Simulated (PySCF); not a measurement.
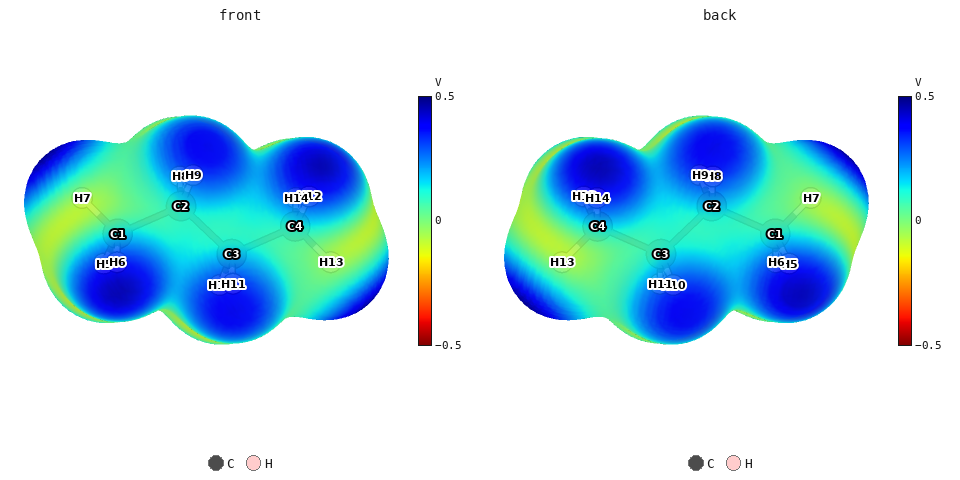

Figure 1: C$_{4}$H$_{10}$. The molecular electrostatic potential painted on the density surface at 0.002 e/bohr³, seen from the front and from behind; red is negative and blue positive.

Geometry: PBE0-D3(BJ)/def2-SVP.

These are results of PBE0/pcSseg-1, SCF density, gas phase, non-relativistic in PySCF, not measurements.

```tsv
atom	x (Å)	y (Å)	z (Å)
C	1.9342	-0.2466	0.3122
C	0.5353	0.1988	0.7059
C	-0.5353	-0.1987	-0.3020
C	-1.9343	0.2465	0.0919
H	1.9898	-1.3424	0.2075
H	2.2356	0.1899	-0.6539
H	2.6837	0.0537	1.0604
H	0.2752	-0.2227	1.6936
H	0.5177	1.2957	0.8375
H	-0.5176	-1.2956	-0.4337
H	-0.2754	0.2229	-1.2896
H	-1.9898	1.3422	0.1975
H	-2.6837	-0.0532	-0.6567
H	-2.2359	-0.1909	1.0576
```

> Which sites attract a positive test charge, and which a negative one?

A positive charge is drawn to the negative regions and a negative charge to the positive ones. The most negative region (about −0.1 V) lies over C1, C2, C3 and C4, the most positive (about +0.5 V) over the H atoms.

> How polar is the molecule by this calculation?

Its dipole moment is zero.
